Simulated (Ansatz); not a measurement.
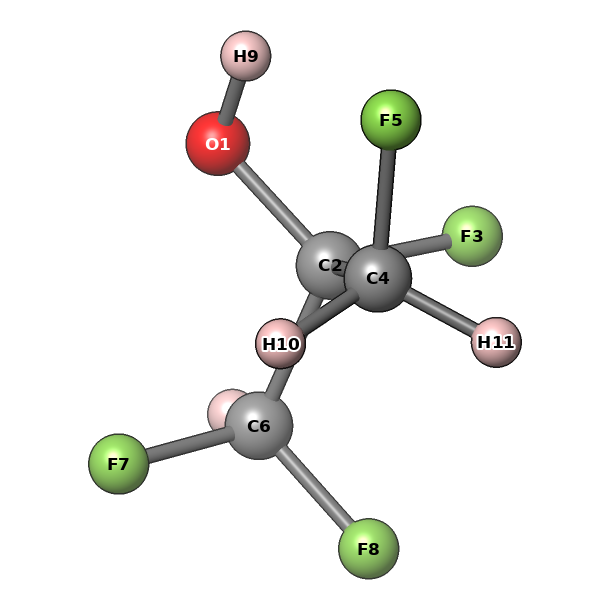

C2 lies behind C4. The molecule seen a little off the C4–C2 bond, C4 in front. Depth is shown by fading: the farther an atom, the more it takes the colour of the background. The geometry was computed by an optimisation with PBE-D4/def2-SVP. No frequency run is at hand to confirm it as a minimum.

### What is the torsion angle F5–C4–C2–F3? The sign is positive where the front bond must turn clockwise to cover the back bond.

82°, about perpendicular.
